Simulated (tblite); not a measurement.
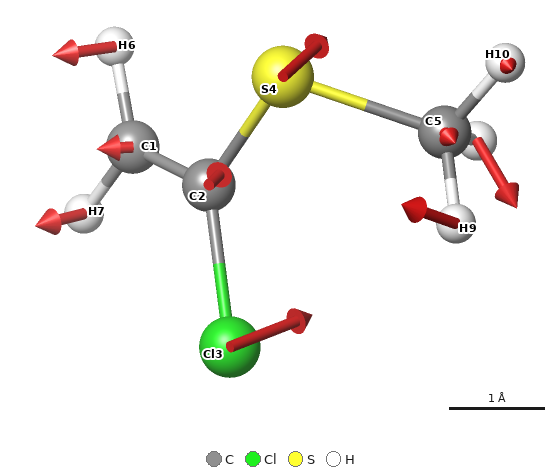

A relaxation of C₃H₅ClS. The starting structure is drawn; red arrows show the displacements, 2 times their true length. The two geometries are superimposed by the best rigid fit.

Style: ball-and-stick. Shown at a tilt.

The calculation used GFN2-xTB geometry optimisation, gas phase (tblite). 

What did the optimiser do to the structure, and how much energy did it gain?

The largest move after the best rigid fit is that of the Cl atom, 0.61 Å. By element the largest moves are Cl 0.61 Å, S 0.54 Å, H 0.48 Å, C 0.28 Å. Among the contacts that change: C–S 1.734 → 1.766 Å, C–S 1.801 → 1.815 Å, C–Cl 1.742 → 1.730 Å, C–H 1.086 → 1.074 Å. Among the angles between lasting bonds that change: S–C–H 108.8° → 105.7°, H–C–H 107.6° → 110.3°, H–C–H 115.8° → 118.1°. Groups turn about C–S by about 40°. Over 74 geometry steps the energy falls by 1.73 kcal/mol.
